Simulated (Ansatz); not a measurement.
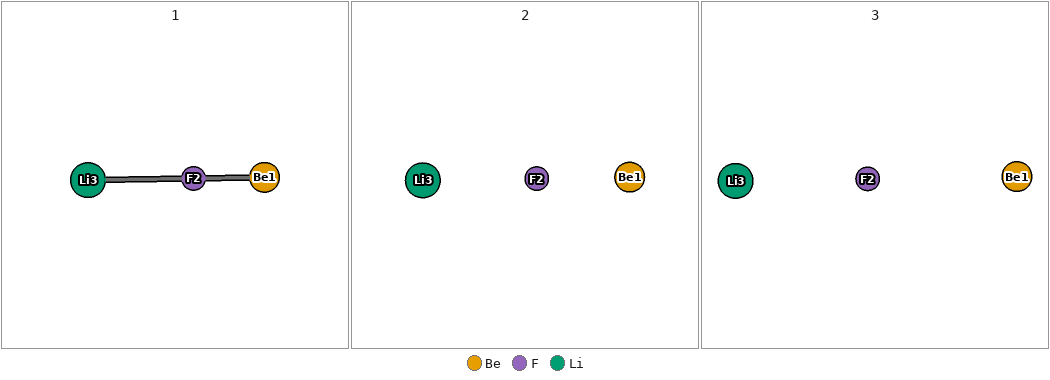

The system Be + FLi. 
- The first coordinate is: distance Be1–F2; the second: distance F2–Li3.
- Nothing is relaxed (the angle Be1–F2–Li3 is fixed at 180 degrees).
- The grid has 13 × 13 points.
- Points are written as (first, second).
- All energies are given in eV relative to Be far from the relaxed FLi (each part in its own basis).
- The reference is spin-restricted, so regions where a bond is pulled apart into radicals lie too high.
- Theory: Ansatz 0.2.0, RKS wB97X-V/def2-TZVPD.

The numbered pictures are structures from this grid.

Rank them by energy, lowest first.

1, at (1.443 Å, 2.145 Å): −0.45 eV; 2, at (1.889 Å, 2.316 Å): 0.41 eV; 3, at (3.034 Å, 2.685 Å): 2.08 eV.

The map, with the structures marked:

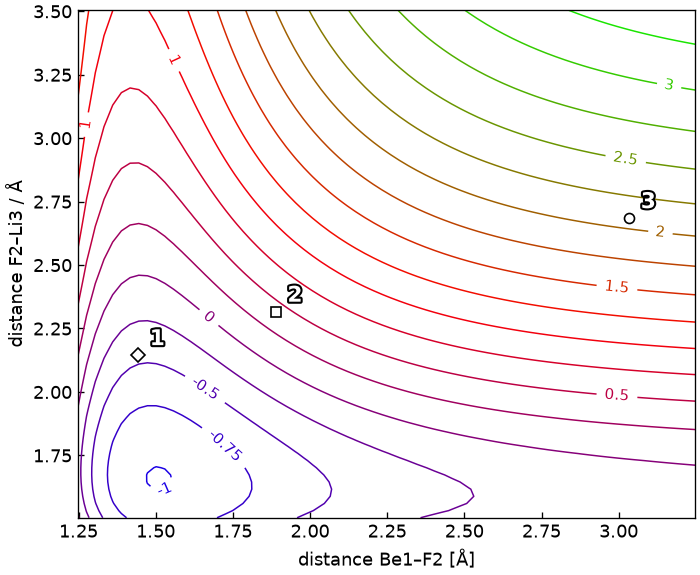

In the figure: contour lines labelled in eV. Between grid points the surface is interpolated.
